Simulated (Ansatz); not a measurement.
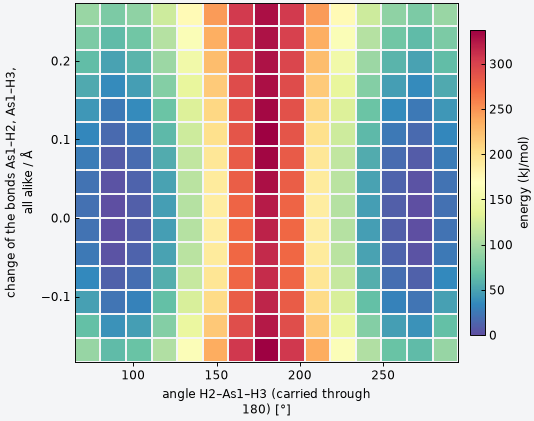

Energy landscape of AsH₂, SMILES [AsH2], spin multiplicity 2. The first coordinate is: angle H2–As1–H3 (carried through 180); the second: change of the bonds As1–H2, As1–H3, all alike. Nothing is relaxed (all other coordinates rigid). The grid has 15 × 15 points; 120 points were computed and 105 follow by symmetry. Points are written as (first, second). Energies are in kJ/mol, from the lowest grid point. In part of the range the unrestricted reference is strongly spin-contaminated. All numbers below come from UKS PBE0-D4/def2-TZVP in Ansatz.

The picture shows one coloured cell a grid point. 

Where are the wells?

The lowest grid point is at (88.0°, 0.015 Å); the map holds 2 wells of about this depth. No other kind of well shows on this grid. The highest grid point, (180.0°, 0.107 Å), lies 338 kJ/mol above the lowest.

Each point was launched as `ansatz run input.yaml --threads 1 --pin off --max-ram 2560MiB --backend cpu --events-out ev --progress --plain --runs-dir out`. Time for the 120 points that were run: 4.5 min on 1 thread of Arm Neoverse V2, with other jobs on the host.
